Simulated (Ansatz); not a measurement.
F₂GeH₂···H₂

Input

```
crystal:
  periodic: [false, false, false]
  atoms:
    - { symbol: Ge, position_ang: [-0.428435, 0.034801, -0.395475] }
    - { symbol: H, position_ang: [0.149322, 0.107928, 2.30687] }
    - { symbol: H, position_ang: [0.917334, -0.158914, 0.296521] }
    - { symbol: H, position_ang: [-0.644301, 1.298277, -1.23242] }
    - { symbol: F, position_ang: [-0.653192, -1.341607, -1.435043] }
    - { symbol: F, position_ang: [-1.740274, -0.079386, 0.695197] }
    - { symbol: H, position_ang: [-0.548054, 0.032801, 2.454251] }
basis:
  gaussian: { orbitals: def2-SVP }
hamiltonian:
  xc: b3lyp
relax:
  f_tol: 0.03
  max_steps: 50
output:
  orbitals: {}
```

Run with:

```sh
ansatz run input.yaml --threads 1 --pin off --max-ram 2048MiB --backend cpu --events-out ev --progress --plain --runs-dir out
```

The fields are those of the run's last geometry, not of the input's.

All numbers below come from Ansatz, RKS B3LYP/def2-SVP.

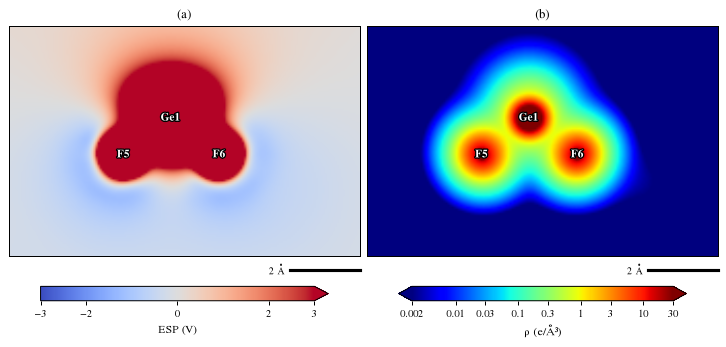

Figure 1. (a) molecular electrostatic potential; (b) total electron density on the plane of atoms F5, Ge1 and F6.

> What do the fields say about this system?

The section cuts through Ge and F sites.
Ge–F (1.74 Å): the density is about 0.92 e/Å³ at the midpoint.
Outside the dense part of the complex the potential is most negative (−1.2 V) near F5.

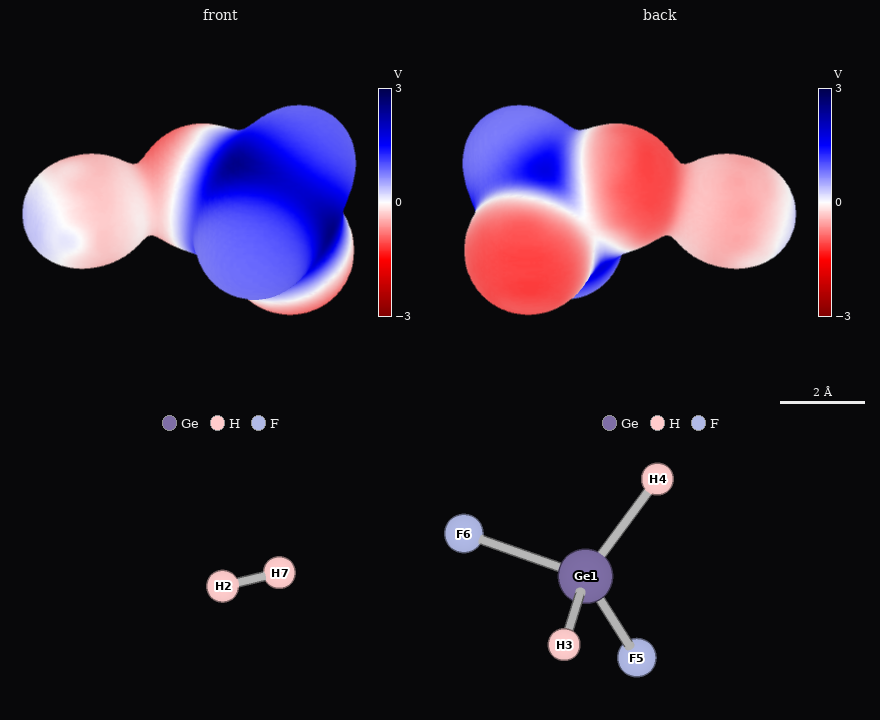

Figure 2. The molecular electrostatic potential painted on the density surface at 0.002 e/bohr³, seen from the front and from behind; the colour scale runs from red (negative) to blue (positive). The bare structure is drawn below in the same view.

> Describe the electrostatic potential map.

The most negative region (about −1.1 V, or −25 kcal/mol for a unit charge) lies over F5 and F6, the most positive (about +2.4 V, or +55 kcal/mol for a unit charge) over Ge1.

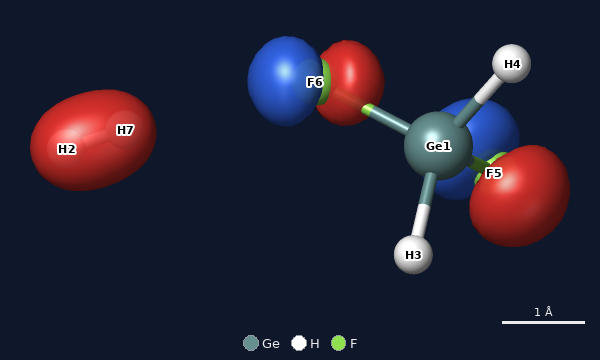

Figure 3. The HOMO−1 at ±0.2 Å⁻³ᐟ² (red and blue are the two phases), seen at a tilt.

> Where does this orbital lie, and at what energy?

Its weight (Hirshfeld) is mainly on F5 (about 50 %), F6 (about 20 %), H2 (about 10 %), H7 (about 10 %) and Ge1 (about 5 %); largely a combination of lone pairs on F5 and F6. Its energy is −10.79 eV.

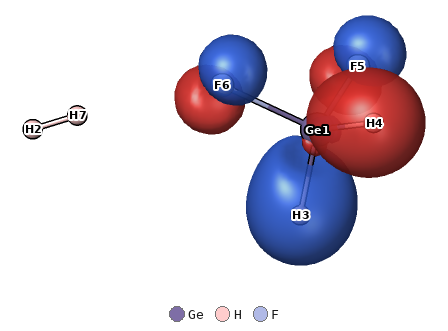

Figure 4. The HOMO at ±0.15 Å⁻³ᐟ² (blue and red are the two phases), seen from one side.

> Describe this orbital and give its energy.

It lies mainly on Ge1 (about 25 %), H4 (about 20 %), H3 (about 20 %), F5 (about 20 %) and F6 (about 20 %). Its energy is −9.74 eV.
